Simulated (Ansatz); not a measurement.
**H₅Si₃ (charge +1): density, localisation and related maps**

Input file:

```
crystal:
  periodic: [false, false, false]
  atoms:
    - symbol: Si
      position_ang: [0.104873, 0.353836, -1.403747]
    - symbol: Si
      position_ang: [1.808108, -0.446424, 0.086139]
    - symbol: Si
      position_ang: [-1.925603, 0.714593, -2.149936]
    - symbol: H
      position_ang: [2.600584, -1.359169, -0.776847]
    - symbol: H
      position_ang: [1.065997, -1.113061, 1.186266]
    - symbol: H
      position_ang: [-1.190744, 0.999948, -0.597587]
    - symbol: H
      position_ang: [2.518078, 0.798791, 0.475022]
    - symbol: H
      position_ang: [-1.130985, -0.732803, -1.597551]
basis:
  gaussian: {orbitals: def2-TZVPD}
total_charge: 1
hamiltonian: {xc: pbe0}
output: {forces: true, orbitals: {seedname: orbitals}}
```

Run with:

```sh
ansatz run input.yaml --threads 1 --pin off --max-ram 2610MiB --events-out events.jsonl --progress --plain --runs-dir runs
```

Geometry: r2SCAN-D4/def2-SVP.

Computed with isolated molecule in a Gaussian basis; Kohn-Sham density functional theory, functional PBE0 (Ansatz).

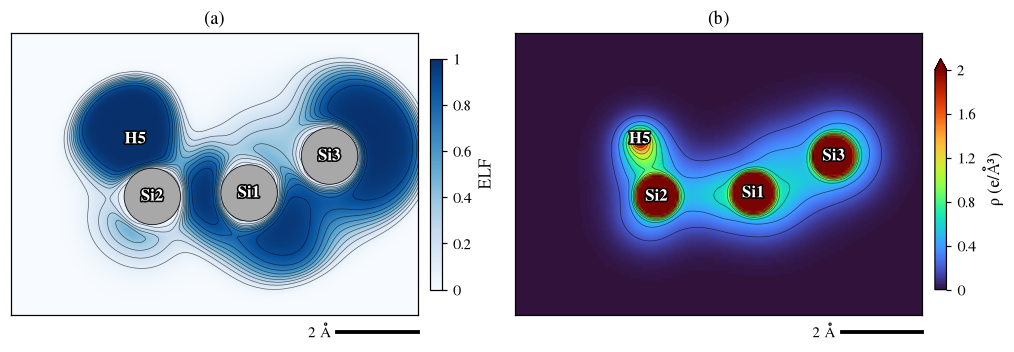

Figure 1. (a) ELF; (b) electron density on the plane of atoms Si1, Si2 and H5. Grey discs cover the atomic cores in the ELF map.

### Interpret the plot.

The plane passes through Si and H nuclei.
Si–Si (2.19 Å): ρ at the midpoint is about 0.56 e/Å³; the ELF peaks at about 0.60 between the atoms.
Si–H (1.49 Å): ρ at the midpoint is about 0.82 e/Å³; the ELF climbs to about 1 towards the hydrogen, as it does in any bond to H.
Si–Si (2.40 Å): the density is about 0.55 e/Å³ at the midpoint; the ELF peaks at about 1 between the atoms: a shared electron pair.
The ELF also peaks beside Si3, away from the bonds: lone-pair regions.

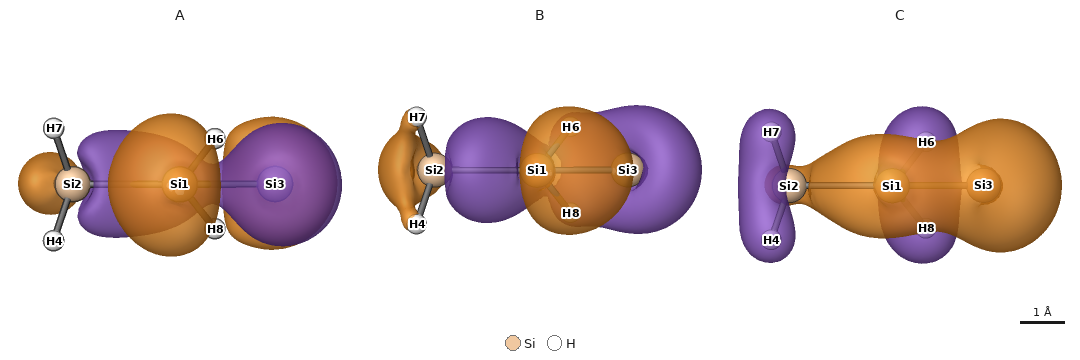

Figure 2. Three frontier orbitals at ±0.08 Å⁻³ᐟ² (orange and purple are the two phases), in no order.

### Which picture is the HOMO−1, the HOMO and the LUMO?

C is the HOMO−1 (−13.84 eV). By Hirshfeld shares it lies mainly on Si3 (about 45 %), Si1 (about 25 %), Si2 (about 10 %), H6 (about 5 %) and H8 (about 5 %). B is the HOMO (−12.44 eV). It lies mainly on Si3 (about 40 %), Si1 (about 35 %) and Si2 (about 15 %). A is the LUMO (−7.41 eV). By Hirshfeld shares it lies mainly on Si3 (about 40 %), Si1 (about 40 %) and Si2 (about 10 %).

### What is the HOMO–LUMO gap?

5.03 eV between the orbital energies.
